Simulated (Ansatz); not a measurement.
# Ligand exchange: Cd(CH3)Cl + C2H7NSi → Cd(CH3)(NH2) + C2H5ClSi

Species: Cd(CH3)Cl, singlet; C2H7NSi `C=C[SiH2]N`, singlet; Cd(CH3)(NH2), singlet; C2H5ClSi `C=C[SiH2]Cl`, singlet. The partners trade Cl for NH2: Cd–Cl and Si–NH2 bonds give way to Cd–NH2 and Si–Cl.

Shapes, held fixed at every level: PBE0-D4/def2-TZVP. Flexible molecules stand in one conformer, not always the lowest. Programs: Ansatz 0.2.0. Electronic energies: no zero-point or thermal term.

| level | kind | ΔE (kJ/mol) | less CCSD(T)/def2-TZVPP | CPU time (sum over the molecules) |
| --- | --- | --- | --- | --- |
| SPW92/def2-TZVPP | LDA | +85.2 | -3.2 | 13 s |
| PBE-D4/def2-TZVPP | GGA | +83.5 | -4.9 | 25 s |
| B3LYP-D4/def2-TZVPP | global hybrid | +94.9 | +6.5 | 43 s |
| r2SCAN0-D4/def2-TZVPP | global hybrid | +100.2 | +11.8 | 47 s |
| wB97X-V/def2-TZVPP | range-separated hybrid | +95.7 | +7.3 | 75 s |
| B2PLYP/def2-TZVPP | double hybrid | +91.7 | +3.3 | 49 s |
| CCSD(T)/def2-SVP | coupled cluster or CI | +95.3 | +6.9 | 37 s |
| CCSD(T)/def2-TZVPP | coupled cluster or CI | +88.4 | 0.0 | 14 min |

The highest level, CCSD(T)/def2-TZVPP, gives ΔE = +88.4 kJ/mol; the levels span +83.5 to +100.2. The column of differences is taken from that level and isn't an error. No measured value is set beside it here. For atoms past krypton def2 sets carry core potentials with scalar relativity. Outer-core shells of Cd are correlated, in sets that cover them unevenly. Times are processor times on shared x86 and Arm servers, and rough.

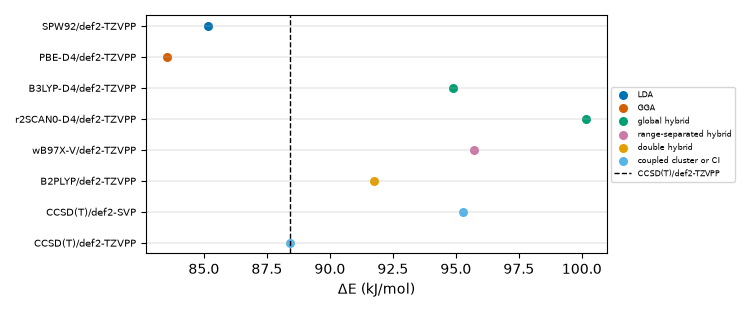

The values of the table, level by level.
